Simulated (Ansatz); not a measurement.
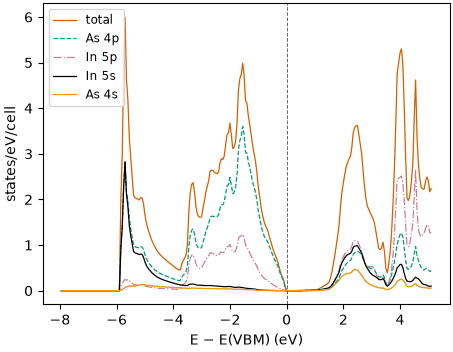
*Total and projected density of states of InAs (wurtzite, space group No. 186), r²SCAN (plane waves, PAW; program Ansatz)*

### Question
Which orbitals carry the states next to the gap?

### Answer
Top 1 eV of the valence band: As 4p 81 %, In 5p 17 %. Bottom 1 eV of the conduction band: In 5s 43 %, As 4p 25 %, As 4s 23 %, In 5p 8 %. Projections are on Löwdin-orthogonalised atomic valence shells; empty p or d shells of many metals are not among them.

### Question
Where is the tallest occupied peak in this window, and what makes it?

### Answer
Near -5.7 eV, about 6.0 states/eV per cell; the largest projected share is In 5s.

Space group P6_3mc (wurtzite). The first step of the workflow began from a Materials Project structure, measured or hypothetical; the Crystallography Open Database copy checked does not list it. It is not the phase usual at ambient conditions (space group No. 216). Symmetry was held in the r²SCAN relaxation; its stability against distortions is not shown here. Scalar-relativistic: spin–orbit coupling is off unless named, which matters more the heavier the elements.

Potentials: the later of the program's two PAW sets.
